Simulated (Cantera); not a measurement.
Charge: 1 mol Cr, 1.1 mol NH₃, 0.96 mol N₂, at 33.0 Pa.

Equilibrium computed with Cantera from the NASA thermochemical tables; the gas is ideal and each condensed phase is pure. Candidate condensed phases: Cr, CrN, Cr₂N; 11 gas species. The numbers say what is thermodynamically allowed, not how fast it happens.

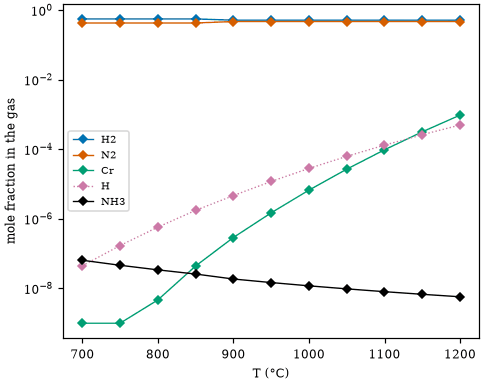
Fig. 1. Equilibrium gas composition (values under 1e-9 drawn at 1e-9)

From 700 °C to 850 °C the condensed part is Cr₂N(s). From 900 °C to 1200 °C the condensed part is Cr(s).
